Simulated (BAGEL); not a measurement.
# One shape, several levels: CH6B2O (SMILES BB(C)O)

We compute a comparison of 4 runs (B3LYP/6-31G*, B3LYP/def2-SVP, PBE0/def2-SVP, RI-MP2/def2-SVP) of CH6B2O. 

Program for the calculation: BAGEL 1.2.2.

## 1. The system as given

CH6B2O: 10 atoms, total charge 0, spin state singlet. As SMILES, `BB(C)O`. The shape is that of a PBE0-D4/def2-TZVP optimisation. This is one conformer, not always the lowest.

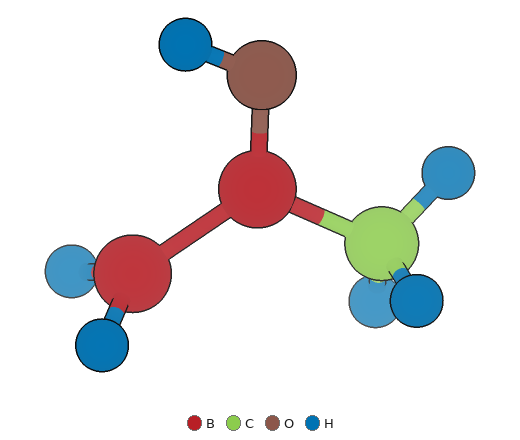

The structure, seen from a chosen angle (boron red, carbon green, oxygen brown, hydrogen blue).

## 2. A single-point energy at B3LYP/6-31G(d) (density fitting with qzvpp-jkfit, spherical functions) (run 1)

input.json reads:

```json
{ "bagel" : [

{
  "title" : "molecule",
  "basis" : "6-31gs.json",
  "df_basis" : "qzvpp-jkfit",
  "angstrom" : true,
  "geometry" : [
    { "atom" : "B", "xyz" : [      -1.157400,       0.826800,      -0.622100 ] },
    { "atom" : "B", "xyz" : [       0.289400,       0.045900,      -0.271000 ] },
    { "atom" : "C", "xyz" : [       0.377300,      -0.834700,       1.032200 ] },
    { "atom" : "O", "xyz" : [       1.432600,       0.117800,      -1.017900 ] },
    { "atom" : "H", "xyz" : [      -2.010400,       0.312100,      -1.292200 ] },
    { "atom" : "H", "xyz" : [      -1.440400,       1.898900,      -0.162200 ] },
    { "atom" : "H", "xyz" : [      -0.546500,      -1.371000,       1.265900 ] },
    { "atom" : "H", "xyz" : [       1.200400,      -1.552500,       0.975700 ] },
    { "atom" : "H", "xyz" : [       0.572700,      -0.174500,       1.886700 ] },
    { "atom" : "H", "xyz" : [       1.365300,       0.679800,      -1.792300 ] }
  ]
},

{ "title" : "ks", "xc_func" : "b3lyp" },

{ "title" : "print", "file" : "orbitals.molden", "orbitals" : true }

]}
```

The basis set 6-31G* is read from a file made from the Basis Set Exchange's data (not shown).

The run is started by

```bash
$ BAGEL_NUM_THREADS=1 BAGEL input.json > input.out
```

What it wrote:

```text
* using 1 threads per process

  ===============================================================
  ===============================================================

  *** Geometry ***

  { "atom" : "B", "xyz" : [     -2.187169,      1.562426,     -1.175599 ] },
  { "atom" : "B", "xyz" : [      0.546887,      0.086738,     -0.512116 ] },
  { "atom" : "C", "xyz" : [      0.712994,     -1.577354,      1.950575 ] },
  { "atom" : "O", "xyz" : [      2.707222,      0.222610,     -1.923552 ] },
  { "atom" : "H", "xyz" : [     -3.799105,      0.589784,     -2.441904 ] },
  { "atom" : "H", "xyz" : [     -2.721962,      3.588401,     -0.306514 ] },
  { "atom" : "H", "xyz" : [     -1.032735,     -2.590815,      2.392204 ] },
  { "atom" : "H", "xyz" : [      2.268427,     -2.933800,      1.843806 ] },
  { "atom" : "H", "xyz" : [      1.082246,     -0.329757,      3.565346 ] },
  { "atom" : "H", "xyz" : [      2.580043,      1.284636,     -3.386956 ] },

  Number of auxiliary basis functions:      410

  Since a DF basis is specified, we compute 2- and 3-index integrals:
    o Being stored without compression. Storage requirement is 0.015 GB

  Number of basis functions:       68
  Number of electrons      :       30

    * METHOD: MOLECULE                             0.14

  *** Kohn-Sham DFT ***

    * Removing 18614 points whose weight is below 1.00e-10
    * Grid points: 130446

  === Nuclear Repulsion ===
    97.1425843936

       - DIIS with orbital gradients will be used.

  === KS iteration (b3lyp / 6-31gs.json) ===
      0       -137.16220334          0.15497837           0.28
      1       -121.86461522          0.14403593           0.27
      2       -127.20984552          0.21457445           0.29
      3       -151.74630034          0.14344597           0.28
      4       -159.36903330          0.09310231           0.29
      5       -165.77603857          0.05151096           0.29
[... 14 lines of this table left out ...]
     20       -166.65364975          0.00000001           0.28
     21       -166.65364975          0.00000000           0.28
    * SCF iteration converged.

    * Permanent dipole moment:
           (    0.022123,    -0.267696,     0.316333) a.u.

    * METHOD: KS                                   6.86

    * METHOD: PRINT                                0.01

  ===============================================================
```

Run time: 7.2 s. Hardware: 1 thread of Arm Neoverse V2, shared host; peak memory 0.4 GiB.

## 3. The energy at B3LYP/def2-SVP (density fitting with qzvpp-jkfit) (run 2)

input.json reads:

```json
{ "bagel": [

{
  "title": "molecule",
  "basis": "svp",
  "df_basis": "qzvpp-jkfit",
  "angstrom": true,
  "geometry": [
    { "atom": "B", "xyz": [      -1.157400,       0.826800,      -0.622100 ] },
    { "atom": "B", "xyz": [       0.289400,       0.045900,      -0.271000 ] },
    { "atom": "C", "xyz": [       0.377300,      -0.834700,       1.032200 ] },
    { "atom": "O", "xyz": [       1.432600,       0.117800,      -1.017900 ] },
    { "atom": "H", "xyz": [      -2.010400,       0.312100,      -1.292200 ] },
    { "atom": "H", "xyz": [      -1.440400,       1.898900,      -0.162200 ] },
    { "atom": "H", "xyz": [      -0.546500,      -1.371000,       1.265900 ] },
    { "atom": "H", "xyz": [       1.200400,      -1.552500,       0.975700 ] },
    { "atom": "H", "xyz": [       0.572700,      -0.174500,       1.886700 ] },
    { "atom": "H", "xyz": [       1.365300,       0.679800,      -1.792300 ] }
  ]
},

{
  "title": "ks",
  "xc_func": "b3lyp"
},

{
  "title": "print",
  "file": "orbitals.molden",
  "orbitals": true
}

]}
```

The run is started by

```bash
$ BAGEL_NUM_THREADS=1 BAGEL input.json > input.out
```

What it wrote:

```text
* using 1 threads per process

  ===============================================================
  ===============================================================

  *** Geometry ***

  { "atom" : "B", "xyz" : [     -2.187169,      1.562426,     -1.175599 ] },
  { "atom" : "B", "xyz" : [      0.546887,      0.086738,     -0.512116 ] },
  { "atom" : "C", "xyz" : [      0.712994,     -1.577354,      1.950575 ] },
  { "atom" : "O", "xyz" : [      2.707222,      0.222610,     -1.923552 ] },
  { "atom" : "H", "xyz" : [     -3.799105,      0.589784,     -2.441904 ] },
  { "atom" : "H", "xyz" : [     -2.721962,      3.588401,     -0.306514 ] },
  { "atom" : "H", "xyz" : [     -1.032735,     -2.590815,      2.392204 ] },
  { "atom" : "H", "xyz" : [      2.268427,     -2.933800,      1.843806 ] },
  { "atom" : "H", "xyz" : [      1.082246,     -0.329757,      3.565346 ] },
  { "atom" : "H", "xyz" : [      2.580043,      1.284636,     -3.386956 ] },

  Number of auxiliary basis functions:      410

  Since a DF basis is specified, we compute 2- and 3-index integrals:
    o Being stored without compression. Storage requirement is 0.024 GB

  Number of basis functions:       86
  Number of electrons      :       30

    * METHOD: MOLECULE                             0.16

  *** Kohn-Sham DFT ***

    * Removing 18614 points whose weight is below 1.00e-10
    * Grid points: 130446

  === Nuclear Repulsion ===
    97.1425843936

       - DIIS with orbital gradients will be used.

  === KS iteration (b3lyp / svp) ===
      0       -136.71627739          0.12506175           0.35
      1       -115.84652734          0.13159024           0.36
      2       -134.31393496          0.17554438           0.35
      3       -152.65068027          0.11306303           0.36
      4       -158.93623012          0.07515859           0.35
      5       -166.33433735          0.02100476           0.37
      6       -166.42137035          0.01473353           0.35
      7       -166.53524572          0.00221005           0.35
      8       -166.53689418          0.00203492           0.33
      9       -166.53856270          0.00030645           0.34
     10       -166.53860143          0.00007633           0.34
     11       -166.53860378          0.00002631           0.35
     12       -166.53860409          0.00001118           0.35
     13       -166.53860414          0.00000153           0.36
     14       -166.53860414          0.00000057           0.36
     15       -166.53860414          0.00000038           0.36
     16       -166.53860414          0.00000011           0.36
     17       -166.53860414          0.00000004           0.35
     18       -166.53860414          0.00000002           0.35
     19       -166.53860414          0.00000001           0.35
    * SCF iteration converged.

    * Permanent dipole moment:
           (    0.033736,    -0.269238,     0.314320) a.u.

    * METHOD: KS                                   7.66

    * METHOD: PRINT                                0.01

  ===============================================================
```

It took 8.1 s on 1 thread of Arm Neoverse V2, shared host; peak memory 0.49 GiB.

Run 3 isn't shown in full; the table further down has it.

## 4. A single-point energy at RI-MP2/def2-SVP (density fitting with qzvpp-jkfit) (run 4)

input.json reads:

```json
{ "bagel" : [

{
  "title" : "molecule",
  "basis" : "svp",
  "df_basis" : "qzvpp-jkfit",
  "angstrom" : true,
  "geometry" : [
    { "atom" : "B", "xyz" : [      -1.157400,       0.826800,      -0.622100 ] },
    { "atom" : "B", "xyz" : [       0.289400,       0.045900,      -0.271000 ] },
    { "atom" : "C", "xyz" : [       0.377300,      -0.834700,       1.032200 ] },
    { "atom" : "O", "xyz" : [       1.432600,       0.117800,      -1.017900 ] },
    { "atom" : "H", "xyz" : [      -2.010400,       0.312100,      -1.292200 ] },
    { "atom" : "H", "xyz" : [      -1.440400,       1.898900,      -0.162200 ] },
    { "atom" : "H", "xyz" : [      -0.546500,      -1.371000,       1.265900 ] },
    { "atom" : "H", "xyz" : [       1.200400,      -1.552500,       0.975700 ] },
    { "atom" : "H", "xyz" : [       0.572700,      -0.174500,       1.886700 ] },
    { "atom" : "H", "xyz" : [       1.365300,       0.679800,      -1.792300 ] }
  ]
},

{ "title" : "hf" },

{ "title" : "mp2", "ncore" : 4 }

]}
```

The run is started by

```bash
$ BAGEL_NUM_THREADS=1 BAGEL input.json > input.out
```

What it wrote:

```text
* using 1 threads per process

  ===============================================================
  ===============================================================

  *** Geometry ***

  { "atom" : "B", "xyz" : [     -2.187169,      1.562426,     -1.175599 ] },
  { "atom" : "B", "xyz" : [      0.546887,      0.086738,     -0.512116 ] },
  { "atom" : "C", "xyz" : [      0.712994,     -1.577354,      1.950575 ] },
[... 6 lines of this table left out ...]
  { "atom" : "H", "xyz" : [      2.580043,      1.284636,     -3.386956 ] },

  Number of auxiliary basis functions:      410

  Since a DF basis is specified, we compute 2- and 3-index integrals:
    o Being stored without compression. Storage requirement is 0.024 GB

  Number of basis functions:       86
  Number of electrons      :       30

    * METHOD: MOLECULE                             0.16

  *** RHF ***

  === Nuclear Repulsion ===
    97.1425843936

      * DIIS with orbital gradients will be used.

  === RHF iteration (svp) ===
      0       -165.27931061          0.01916614           0.04
      1       -165.43465796          0.01112934           0.04
      2       -165.48659779          0.00189238           0.04
[... 10 lines of this table left out ...]
     13       -165.48895568          0.00000001           0.05
    * SCF iteration converged.

    * Permanent dipole moment:
           (    0.164172,    -0.325094,     0.335851) a.u.

    * METHOD: HF                                   0.74

  *** RHF ***

  === Nuclear Repulsion ===
    97.1425843936

      * DIIS with orbital gradients will be used.

  === RHF iteration (svp) ===
      0       -165.48895568          0.00000000           0.04
    * SCF iteration converged.

    * Permanent dipole moment:
           (    0.164172,    -0.325094,     0.335850) a.u.

  === DF-MP2 calculation ===

    * freezing 4 orbitals
    * 3-index integral transformation done
    * assembly done

      MP2 correlation energy:   -0.4944709673      0.04

      MP2 total energy:       -165.9834266448

    * METHOD: MP2                                  0.14

  ===============================================================
```

Wall time 1.2 s (1 thread of Arm Neoverse V2, shared host); peak memory 0.1 GiB.

## 5. The series

| run | level | frozen core orbitals | energy (Eh) | dipole moment (D) | HOMO energy (eV) | LUMO energy (eV) | wall time |
| --- | --- | --- | --- | --- | --- | --- | --- |
| 1 | B3LYP/6-31G* (density fitting with qzvpp-jkfit, spherical functions) | – | -166.653650 | 1.05 | -7.16 | -1.64 | 7.2 s |
| 2 | B3LYP/def2-SVP (density fitting with qzvpp-jkfit) | – | -166.538604 | 1.06 | -7.35 | -1.96 | 8.1 s |
| 3 | PBE0/def2-SVP (density fitting with qzvpp-jkfit) | – | -166.320486 | 1.04 | -7.57 | -1.77 | 8.1 s |
| 4 | RI-MP2/def2-SVP (density fitting with qzvpp-jkfit) | 4 | -165.983427 | – | – | – | 1.2 s |

## 6. Outcome

| quantity | value |
| --- | --- |
| run 4: total energy | -165.98343 Eh |
| run 4: correlation energy (4 core orbitals frozen) | -494.5 mEh |

What this shows: Over runs 1, 2, 3 the dipole moment (its size) runs from 1.04 D (PBE0/def2-SVP) to 1.06 D (B3LYP/def2-SVP). Over runs 1, 2, 3 the HOMO–LUMO gap runs from 5.38 eV (B3LYP/def2-SVP) to 5.80 eV (PBE0/def2-SVP). Totals of different functionals can't be ranked against each other. All runs together took 25 s, the longest 8.1 s.
